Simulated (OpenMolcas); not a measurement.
# Multiconfigurational calculation for Re⁴⁺ complex

- system: Re⁴⁺ with 6 ligands (Cl; octahedron, 2.39 Å), neutralised by 6 outer point charges of +0.33 e, whose field is part of the energies.
- method: state-averaged CASSCF, active space 3 electrons in the shell 5d, basis ANO-RCC-VDZP on the metal and ANO-RCC-VDZP on the ligands, DKH2 scalar Hamiltonian, spin-orbit coupling by RASSI with atomic mean-field integrals (OpenMolcas)

## Input file
```
&GATEWAY
Coord
7

Re 0.0 0.0 0.0
Cl 2.390000 0.000000 0.000000
Cl 0.000000 2.390000 0.000000
Cl -2.390000 0.000000 0.000000
Cl 0.000000 -2.390000 0.000000
Cl 0.000000 0.000000 2.390000
Cl 0.000000 0.000000 -2.390000
Basis=Re.ANO-RCC-VDZP,Cl.ANO-RCC-VDZP
Group=XYZ
NoMove
AngMom=0.0 0.0 0.0
AMFI
RICD
XField
3 Angstrom 0
5.590000 0.000000 0.000000 0.333333
0.000000 5.590000 0.000000 0.333333
0.000000 0.000000 5.590000 0.333333
&SEWARD
&RASSCF
FileOrb=start.orb
Symmetry=1
Spin=4
nActEl=3 0 0
Inactive=42 46
Ras2=5 0
CIRoot=10 10 1
SDav=10
CIMx=300
Iter=150 100
PrWF=0.3
OrbListing=Nothing
MaxOrb=0
LevShft=1.0
>>> COPY $Project.JobIph JOB001
&RASSCF
FileOrb=start.orb
Symmetry=1
Spin=2
nActEl=3 0 0
Inactive=42 46
Ras2=5 0
CIRoot=40 40 1
SDav=40
CIMx=300
Iter=150 100
PrWF=0.3
OrbListing=Nothing
MaxOrb=0
LevShft=1.0
>>> COPY $Project.JobIph JOB002
&RASSI
NrOfJobIphs=2 10 40
1 2 3 4 5 6 7 8 9 10
1 2 3 4 5 6 7 8 9 10 11 12 13 14 15 16 17 18 19 20 21 22 23 24 25 26 27
28 29 30 31 32 33 34 35 36 37 38 39 40
IphNames
JOB001
JOB002
EJob
SpinOrbit
DIPRint=1.0
SOCoupling=1000.0
Subsets=2
Property=9
'ANGMOM' 1 'ANGMOM' 2 'ANGMOM' 3 'MLTPL  1' 1 'MLTPL  1' 2 'MLTPL  1' 3
'AMFI' 1 'AMFI' 2 'AMFI' 3
SOProperty=3
'ANGMOM' 1 'ANGMOM' 2 'ANGMOM' 3
```

The file start.orb holds starting orbitals from an earlier step. A driver script formed the levels outside the program, from RASSI's spin-orbit matrix and the active-space energies, averaged over the components of each term or state.

Hardware: 1 thread of Arm Neoverse V2, 24 GiB of memory available, shared host.

Run as:
```bash
OMP_NUM_THREADS=1 MOLCAS_MEM=2457 MOLCAS_PROJECT=a pymolcas a.inp > a.log  # once for each step of the input, in one work folder
```

## The program's output (extracts)
```
--- SEWARD ---
Basis set label: RE.ANO-RCC...7S6P4D2F1G.

      Electronic valence basis set:
      ------------------
      Associated Effective Charge  75.000000 au
      Associated Actual Charge     75.000000 au
      Nuclear Model: Point charge

      Shell  nPrim  nBasis  Cartesian Spherical Contaminant
         s      24       7        X
         p      21       6        X
         d      15       4                 X
         f      11       2                 X
         g       4       1                 X
                  Relativistic Douglas-Kroll-Hess integrals:
                    - DKH order of Hamiltonian: 2
                    - DKH order of Properties : 0
                  Atomic mean-field integrals
--- RASSCF ---
Wave function specifications:
      -----------------------------

      Number of closed shell electrons         176
      Number of electrons in active shells       3
      Max number of holes in RAS1 space          0
      Max nr of electrons in RAS3 space          0
      Number of inactive orbitals               88
      Number of active orbitals                  5
      Number of secondary orbitals              83
      Spin quantum number                      1.5
      State symmetry                             1
Orbital specifications:
      -----------------------

      Symmetry species                           1   2
                                                ag  au
      Frozen orbitals                            0   0
      Inactive orbitals                         42  46
      Active orbitals                            5   0
      RAS1 orbitals                              0   0
      RAS2 orbitals                              5   0
      RAS3 orbitals                              0   0
      Secondary orbitals                        43  40
      Deleted orbitals                           0   0
      Number of basis functions                 90  86
      Number of CSFs                            10
      Number of root(s) required                10
      Iter CI   SX   CI       RASSCF       Energy    max ROT     max BLB   max BLB  Level Ln srch  Step   QN
          iter iter root      energy       change     param      element    value   shift minimum  type update
 Nr of preliminary CI iterations:   1
      Total energies have been shifted. Add               -19000.00 au
        1   1   11    0  -441.68598685    0.00E+00  -1.07E-01*  24  54 2  2.96E-01*  1.21   0.00    SX    NO
        2   1   11    0  -442.36183880   -6.76E-01* -1.02E-01*  42  45 1  1.93E-01*  0.95   0.00    SX    NO
        3   1   11    0  -442.60478405   -2.43E-01* -6.84E-02   42  45 1  1.19E-01*  0.79   0.00    SX    NO
        4   1   11    0  -442.67434669   -6.96E-02*  3.45E-02   42  45 1  5.82E-02*  0.71   0.00    SX    NO
        5   1   11    0  -442.69679145   -2.24E-02*  3.20E-02   42  45 1  3.60E-02*  0.69   2.13    LS   YES
        6   1   11    0  -442.70532082   -8.53E-03*  2.11E-02   13  50 2  5.71E-02*  0.68   1.21    QN   YES
        7   1   11    0  -442.70927634   -3.96E-03*  5.61E-03   13  50 2 -1.72E-02*  0.67   0.90    QN   YES
        8   1    9    0  -442.70997535   -6.99E-04* -1.60E-03   20  57 1 -3.36E-03*  0.67   1.23    QN   YES
        9   1    9    0  -442.71008667   -1.11E-04*  8.48E-04    7  57 2  1.47E-03*  0.67   1.29    QN   YES
       10   1    8    0  -442.71010274   -1.61E-05*  3.24E-04    9  59 2  4.60E-04*  0.67   1.26    QN   YES
       11   1    7    0  -442.71010510   -2.36E-06* -1.34E-04   17  54 2 -1.80E-04*  0.67   1.35    QN   YES
       12   1    7    0  -442.71010560   -5.00E-07* -6.74E-05    7  57 2 -8.32E-05   0.67   1.36    QN   YES
       13   1    7    0  -442.71010571   -1.13E-07* -5.07E-05   42  45 1 -4.76E-05   0.67   1.41    QN   YES
       14   1    6    0  -442.71010574   -2.99E-08* -2.90E-05   19  56 2  2.36E-05   0.67   1.42    QN   YES
       15   1    5    0  -442.71010575   -8.20E-09  -1.35E-05    9  59 2  9.25E-06   0.67   1.44    QN   YES
      Convergence after 15 iterations
       16   1    5    0  -442.71010575   -2.02E-09  -1.35E-05    7  57 2  3.67E-06   0.67   1.44    QN   YES
      Natural orbitals and occupation numbers for root  1
      sym 1:   1.000000   1.000000   0.000000   1.000000   0.000000
      Natural orbitals and occupation numbers for root  2
      sym 1:   0.000325   1.000000   0.000325   0.999675   0.999675
      Natural orbitals and occupation numbers for root  3
      sym 1:   0.999670   1.000000   0.000330   0.000330   0.999670
::    RASSCF root number  1 Total energy: -19442.86603364
::    RASSCF root number  2 Total energy: -19442.74638218
::    RASSCF root number  3 Total energy: -19442.74638218
::    RASSCF root number  4 Total energy: -19442.74638218
::    RASSCF root number  5 Total energy: -19442.71718061
::    RASSCF root number  6 Total energy: -19442.71718061
::    RASSCF root number  7 Total energy: -19442.71718061
::    RASSCF root number  8 Total energy: -19442.61477851
::    RASSCF root number  9 Total energy: -19442.61477851
::    RASSCF root number 10 Total energy: -19442.61477851
--- RASSCF ---
Wave function specifications:
      -----------------------------

      Number of closed shell electrons         176
      Number of electrons in active shells       3
      Max number of holes in RAS1 space          0
      Max nr of electrons in RAS3 space          0
      Number of inactive orbitals               88
      Number of active orbitals                  5
      Number of secondary orbitals              83
      Spin quantum number                      0.5
      State symmetry                             1
Orbital specifications:
      -----------------------

      Symmetry species                           1   2
                                                ag  au
      Frozen orbitals                            0   0
      Inactive orbitals                         42  46
      Active orbitals                            5   0
      RAS1 orbitals                              0   0
      RAS2 orbitals                              5   0
      RAS3 orbitals                              0   0
      Secondary orbitals                        43  40
      Deleted orbitals                           0   0
      Number of basis functions                 90  86
      Number of CSFs                            40
      Number of root(s) required                40
      Iter CI   SX   CI       RASSCF       Energy    max ROT     max BLB   max BLB  Level Ln srch  Step   QN
          iter iter root      energy       change     param      element    value   shift minimum  type update
 Nr of preliminary CI iterations:   1
      Total energies have been shifted. Add               -19000.00 au
        1   1    9    0  -442.64963743    0.00E+00  -7.35E-03   44  59 1 -7.62E-03*  0.71   0.00    SX    NO
        2   1    9    0  -442.65034450   -7.07E-04*  3.58E-03   39  44 1 -4.94E-03*  0.71   0.00    SX    NO
        3   1    9    0  -442.65059527   -2.51E-04* -2.14E-03   39  44 1 -3.30E-03*  0.71   0.00    SX    NO
        4   1    9    0  -442.65069409   -9.88E-05* -1.56E-03   39  44 1 -2.39E-03*  0.71   0.00    SX    NO
        5   1    8    0  -442.65073573   -4.16E-05* -2.30E-03   39  44 1 -1.63E-03*  0.71   2.50    LS   YES
        6   1    8    0  -442.65076442   -2.87E-05* -9.80E-04   31  50 2 -1.61E-03*  0.71   1.22    QN   YES
        7   1    8    0  -442.65076889   -4.47E-06*  2.41E-04   31  50 2  1.15E-03*  0.71   0.79    QN   YES
        8   1    7    0  -442.65077071   -1.82E-06*  2.74E-04   35  47 1 -2.53E-04*  0.71   1.53    QN   YES
        9   1    7    0  -442.65077149   -7.80E-07*  1.88E-04   25  48 2 -1.96E-04*  0.71   1.39    QN   YES
       10   1    7    0  -442.65077166   -1.73E-07* -7.54E-05   31  50 2 -9.22E-05   0.71   1.30    QN   YES
       11   1    6    0  -442.65077169   -3.00E-08* -2.69E-05   34  57 1  2.81E-05   0.71   1.55    QN   YES
       12   1    5    0  -442.65077170   -6.48E-09   8.55E-06   34  57 1  1.60E-05   0.71   1.41    QN   YES
      Convergence after 12 iterations
       13   1    5    0  -442.65077170   -7.28E-10   8.55E-06   34  57 1  6.01E-06   0.71   1.41    QN   YES
      Natural orbitals and occupation numbers for root  1
      sym 1:   0.012329   0.987451   0.997453   1.000895   0.001873
      Natural orbitals and occupation numbers for root  2
      sym 1:   0.001873   0.989638   1.003081   0.993080   0.012329
      Natural orbitals and occupation numbers for root  3
      sym 1:   0.002998   0.995874   0.999846   0.998681   0.002600
::    RASSCF root number  1 Total energy: -19442.80811910
::    RASSCF root number  2 Total energy: -19442.80811910
::    RASSCF root number  3 Total energy: -19442.80543289
::    RASSCF root number  4 Total energy: -19442.80543289
::    RASSCF root number  5 Total energy: -19442.80543289
::    RASSCF root number  6 Total energy: -19442.77425603
::    RASSCF root number  7 Total energy: -19442.77425603
::    RASSCF root number  8 Total energy: -19442.77425603
::    RASSCF root number  9 Total energy: -19442.70190198
::    RASSCF root number 10 Total energy: -19442.69859423
::    RASSCF root number 11 Total energy: -19442.69859423
::    RASSCF root number 12 Total energy: -19442.69859423
::    RASSCF root number 13 Total energy: -19442.69311158
::    RASSCF root number 14 Total energy: -19442.69311158
::    RASSCF root number 15 Total energy: -19442.69311158
::    RASSCF root number 16 Total energy: -19442.68577531
::    RASSCF root number 17 Total energy: -19442.68577531
::    RASSCF root number 18 Total energy: -19442.67724411
::    RASSCF root number 19 Total energy: -19442.67724411
::    RASSCF root number 20 Total energy: -19442.67724411
::    RASSCF root number 21 Total energy: -19442.65824109
::    RASSCF root number 22 Total energy: -19442.65824109
::    RASSCF root number 23 Total energy: -19442.65824109
::    RASSCF root number 24 Total energy: -19442.64947922
::    RASSCF root number 25 Total energy: -19442.60902364
::    RASSCF root number 26 Total energy: -19442.60902363
::    RASSCF root number 27 Total energy: -19442.57938816
::    RASSCF root number 28 Total energy: -19442.57938816
::    RASSCF root number 29 Total energy: -19442.57938816
::    RASSCF root number 30 Total energy: -19442.57640754
--- RASSI ---
SPIN-FREE ENERGIES:
  (Shifted by EMIN (a.u.) =     -19442.8660336363)

 SF State       Relative EMIN(au)   Rel lowest level(eV)    D:o, cm**(-1)

     1             0.0000000000        0.0000000000              0.0000
    11             0.0579145371        1.5759348385          12710.7717
    12             0.0579145371        1.5759348385          12710.7717
    13             0.0606007505        1.6490304298          13300.3274
    14             0.0606007505        1.6490304298          13300.3274
    15             0.0606007505        1.6490304298          13300.3274
    16             0.0917776104        2.4973960065          20142.8572
    17             0.0917776104        2.4973960065          20142.8572
    18             0.0917776104        2.4973960065          20142.8572
     2             0.1196514560        3.2558819852          26260.4592
     3             0.1196514560        3.2558819852          26260.4592
     4             0.1196514560        3.2558819852          26260.4592
     5             0.1488530237        4.0504971213          32669.4625
     6             0.1488530237        4.0504971213          32669.4625
     7             0.1488530237        4.0504971213          32669.4625
    19             0.1641316587        4.4662499588          36022.7353
    20             0.1674394047        4.5562583145          36748.7016
    21             0.1674394047        4.5562583145          36748.7016
    22             0.1674394047        4.5562583145          36748.7016
    23             0.1729220608        4.7054489875          37952.0056
    24             0.1729220608        4.7054489875          37952.0056
    25             0.1729220608        4.7054489875          37952.0056
    26             0.1802583274        4.9050789715          39562.1300
    27             0.1802583274        4.9050789715          39562.1300
    28             0.1887895268        5.1372247326          41434.5118
    29             0.1887895268        5.1372247326          41434.5118
    30             0.1887895273        5.1372247470          41434.5119
    31             0.2077925423        5.6543231266          45605.1916
    32             0.2077925423        5.6543231266          45605.1916
    33             0.2077925428        5.6543231421          45605.1917
    34             0.2165544203        5.8927459741          47528.2016
     8             0.2512551258        6.8370002754          55144.1261
     9             0.2512551258        6.8370002754          55144.1261
    10             0.2512551258        6.8370002754          55144.1261
    35             0.2570100005        6.9935983939          56407.1751
    36             0.2570100011        6.9935984096          56407.1753
    37             0.2866454793        7.8000208539          62911.4109
    38             0.2866454793        7.8000208539          62911.4109
    39             0.2866454793        7.8000208539          62911.4109
    40             0.2896260947        7.8811275306          63565.5804
Eigenvalues of complex Hamiltonian:
   -----------------------------------
  (Shifted by EMIN (a.u.) =     -19442.8660336363)

 SO State       Relative EMIN(au)   Rel lowest level(eV)    D:o, cm**(-1)

     1            -0.0063643529        0.0000000000              0.0000
     2            -0.0063643529        0.0000000009              0.0000
     3            -0.0063643529        0.0000000000              0.0000
     4            -0.0063643529        0.0000000009              0.0000
     5             0.0477851238        1.4734823252          11884.4364
     6             0.0477851238        1.4734823252          11884.4364
     7             0.0477851237        1.4734823232          11884.4364
     8             0.0477851237        1.4734823232          11884.4364
     9             0.0530973356        1.6180349735          13050.3322
    10             0.0530973356        1.6180349735          13050.3322
    11             0.0530973357        1.6180349748          13050.3322
    12             0.0530973357        1.6180349748          13050.3322
    13             0.0572076386        1.7298820158          13952.4394
    14             0.0572076386        1.7298820158          13952.4394
    15             0.0892630713        2.6021547766          20987.7937
    16             0.0892630713        2.6021547766          20987.7937
    17             0.0930861860        2.7061870281          21826.8704
    18             0.0930861860        2.7061870281          21826.8704
    19             0.0930861862        2.7061870310          21826.8704
    20             0.0930861862        2.7061870310          21826.8704
    21             0.1126508055        3.2385674442          26120.8080
    22             0.1126508055        3.2385674442          26120.8080
    23             0.1162935210        3.3376907820          26920.2917
    24             0.1162935210        3.3376907844          26920.2917
    25             0.1162935210        3.3376907844          26920.2917
    26             0.1162935210        3.3376907820          26920.2917
    27             0.1182710473        3.3915020159          27354.3085
    28             0.1182710473        3.3915020140          27354.3085
    29             0.1182710473        3.3915020140          27354.3085
    30             0.1182710473        3.3915020159          27354.3085
    31             0.1212460976        3.4724572580          28007.2566
    32             0.1212460976        3.4724572580          28007.2566
    33             0.1407966065        4.0044537084          32298.0973
    34             0.1407966065        4.0044537084          32298.0973
    35             0.1471682266        4.1778343225          33696.5063
    36             0.1471682266        4.1778343232          33696.5063
    37             0.1471682266        4.1778343232          33696.5063
    38             0.1471682266        4.1778343225          33696.5063
    39             0.1496117688        4.2443264935          34232.8018
    40             0.1496117688        4.2443264935          34232.8018
    41             0.1525773996        4.3250254177          34883.6825
Weights of the five most important spin-orbit-free states for each spin-orbit state.

 SO State  Total energy (au)           Spin-free states, spin, and weights
 -------------------------------------------------------------------------------------------------------
    1        -0.006364       1 1.5  0.9374   16 0.5  0.0155   17 0.5  0.0116    3 1.5  0.0104    4 1.5  0.0096
    2        -0.006364       1 1.5  0.9374   18 0.5  0.0165    2 1.5  0.0126   17 0.5  0.0094   16 0.5  0.0056
    3        -0.006364       1 1.5  0.9374   16 0.5  0.0155   17 0.5  0.0116    3 1.5  0.0104    4 1.5  0.0096
    4        -0.006364       1 1.5  0.9374   18 0.5  0.0166    2 1.5  0.0126   17 0.5  0.0095   16 0.5  0.0055
    5         0.047785      12 0.5  0.3555   11 0.5  0.1531   15 0.5  0.1420   13 0.5  0.1018   17 0.5  0.0454
    6         0.047785      12 0.5  0.3555   11 0.5  0.1531   15 0.5  0.1420   13 0.5  0.1018   17 0.5  0.0454
    7         0.047785      11 0.5  0.3555   12 0.5  0.1531   14 0.5  0.1503   13 0.5  0.0851   15 0.5  0.0449
    8         0.047785      11 0.5  0.3555   12 0.5  0.1531   14 0.5  0.1503   13 0.5  0.0851   15 0.5  0.0449
    9         0.053097      14 0.5  0.2894   15 0.5  0.2418   12 0.5  0.2029   11 0.5  0.1709   13 0.5  0.0458
   10         0.053097      14 0.5  0.2894   15 0.5  0.2418   12 0.5  0.2029   11 0.5  0.1709   13 0.5  0.0458
   11         0.053097      13 0.5  0.3388   11 0.5  0.2029   12 0.5  0.1709   15 0.5  0.1428   14 0.5  0.0953
   12         0.053097      13 0.5  0.3388   11 0.5  0.2029   12 0.5  0.1709   15 0.5  0.1428   14 0.5  0.0953
```

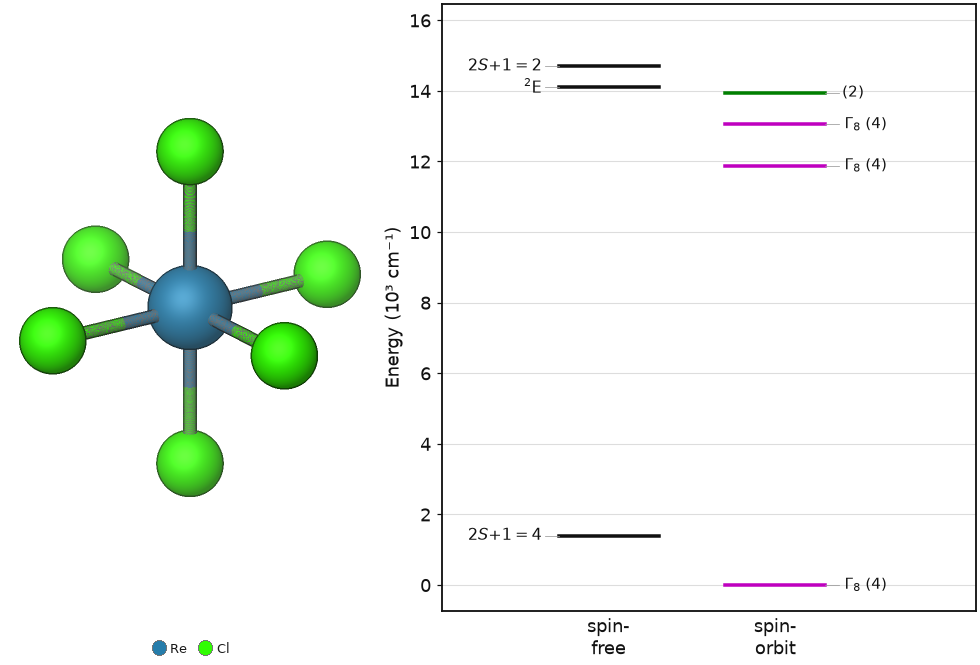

Fig. 1: Re⁴⁺ (5d³) with 6 ligands, Cl⁻, at 2.39 Å (arrangement: octahedron, Oh), neutralised by outer point charges of +0.33 e, and its levels. Labels give the representation in O, Td, D4 or D3 as the site allows (double group for half-integer spin) where it could be assigned and, in brackets, the degeneracy; spin-free states, where drawn, share the zero of the spin-orbit levels. The ground level is Γ₈, 4-fold degenerate, 96 % from states of spin multiplicity 4. The next level lies at 11,900 cm⁻¹ (Γ₈). The active orbitals hold 68 to 86 % metal character (Löwdin), and the Mulliken charge of the metal is +1.17.

## Results in brief

| quantity | value |
| --- | --- |
| outcome | converged |
| energy of the lowest spin-free term | −19442.86603 hartree |
| energy of the lowest spin-orbit level | −19442.87240 hartree |
| largest spread among components of a term | 0.0 cm⁻¹ |
| wall time | 42 s |

## Remarks

Without dynamic correlation the splittings between terms come out too large, often by 20 to 50 %. Limits: covalent bonds, ligand orbitals missing from the active space; distances are set from ionic radii, not optimised.
